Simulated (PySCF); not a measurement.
# CH5ClGe (SMILES [CH3][GeH2][Cl]): TPSSh/def2-TZVP

Aim: the vertical ionisation energy of CH5ClGe at TPSSh/def2-TZVP, from 2 runs. Input form: a Python script.

The calculation is run with PySCF 2.14.0.

### 1 The structure to begin with

The species is CH5ClGe (8 atoms), meant as a singlet with charge 0. SMILES: `[CH3][GeH2][Cl]`. The shape is that of a PBE0-D4/def2-TZVP optimisation.

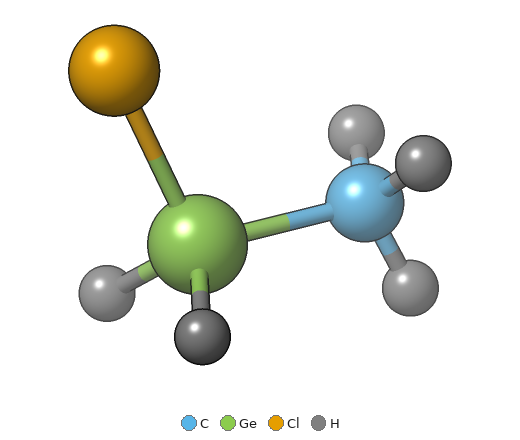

The structure, seen from a chosen angle (carbon blue, germanium green, chlorine amber, hydrogen grey).

### 2 A single-point energy at TPSSh/def2-TZVP

Input file job.py:

```python
# [CH3][GeH2][Cl]
from pyscf import gto, dft

mol = gto.Mole()
mol.atom = '''
C       -0.555000       0.817400      -0.373800
Ge       0.403000      -0.782100       0.161800
Cl       1.611700      -0.270600       1.883000
H        0.153800       1.604500      -0.630700
H       -1.187600       1.161200       0.444500
H       -1.180600       0.603500      -1.242400
H        1.379600      -1.278900      -0.914600
H       -0.532600      -1.912100       0.616400
'''
mol.basis = 'def2-tzvp'
mol.max_memory = 1860
mol.verbose = 3
mol.charge = 0
mol.build()

mf = dft.RKS(mol, xc='tpssh')
mf.grids.level = 5
mf.conv_tol = 1e-10
mf.kernel()
if not mf.converged:
    mf = mf.newton().run(mf.mo_coeff, mf.mo_occ)

energy = mf.e_tot
print(f'total energy: {energy:.8f} hartree')
```

Started as:

```console
$ OMP_NUM_THREADS=1 python job.py
```

What it wrote:

```text
converged SCF energy = -2578.38144944714
total energy: -2578.38144945 hartree
```

Wall time 85 s (1 thread of Arm Neoverse V1, shared host); peak memory 1 GiB.

### 3 The doublet cation at the same level

Input file mol.xyz:

```xyz
8

C     -0.555000     0.817400    -0.373800
Ge     0.403000    -0.782100     0.161800
Cl     1.611700    -0.270600     1.883000
H      0.153800     1.604500    -0.630700
H     -1.187600     1.161200     0.444500
H     -1.180600     0.603500    -1.242400
H      1.379600    -1.278900    -0.914600
H     -0.532600    -1.912100     0.616400
```

Input file job.py:

```python
from pyscf import gto, dft

mol = gto.M(
    atom='mol.xyz',
    basis='def2-tzvp',
    max_memory=1860,
    verbose=4,
    charge=1,
    spin=1,
)

calc0 = dft.UKS(mol)
calc0.xc = 'tpssh'
calc0.grids.level = 5
calc0.conv_tol = 1e-10
calc0.kernel()
if not calc0.converged:
    calc0 = calc0.newton().run(calc0.mo_coeff, calc0.mo_occ)

e_tot = calc0.e_tot
print('E(%s) = %.9f' % ('TPSSH', e_tot))
```

Started as:

```console
$ OMP_NUM_THREADS=1 python job.py
```

What it wrote:

```text
PySCF version 2.14.0

[... 56 lines left out ...]
WARN: HOMO -0.330122023489583 >= LUMO -0.33012202348958
[... 110 lines left out ...]
converged SCF energy = -2577.9953871685  <S^2> = 0.75574789  2S+1 = 2.0057397
E(TPSSH) = -2577.995387169
```

It took 6.5 min on 1 thread of Arm Neoverse V1, shared host; peak memory 1 GiB.

### 4 Outcome

Level: TPSSh/def2-TZVP.

```
                                          quantity           value
                     singlet CH5ClGe: total energy  -2578.38145 Eh
                    singlet CH5ClGe: dipole moment          2.44 D
                      singlet CH5ClGe: HOMO energy        -7.79 eV
                      singlet CH5ClGe: LUMO energy        -0.23 eV
                    singlet CH5ClGe: HOMO–LUMO gap         7.56 eV
                      doublet cation: total energy  -2577.99539 Eh
doublet cation: HOMO energy (highest over α and β)       -14.19 eV
 doublet cation: LUMO energy (lowest over α and β)       -13.16 eV
                              doublet cation: ⟨S²⟩           0.756
vertical ionisation energy (to the doublet cation)       10.505 eV
```

In words: Removing an electron at fixed nuclei costs 10.51 eV (242 kcal/mol). −ε(HOMO) before ionisation, 7.79 eV, is 2.71 eV below this ionisation energy. Mulliken charges (singlet CH5ClGe) run from -0.46 on C1 to +0.38 on Ge2. Mulliken charges (doublet cation) run from -0.38 on C1 to +0.35 on Ge2.
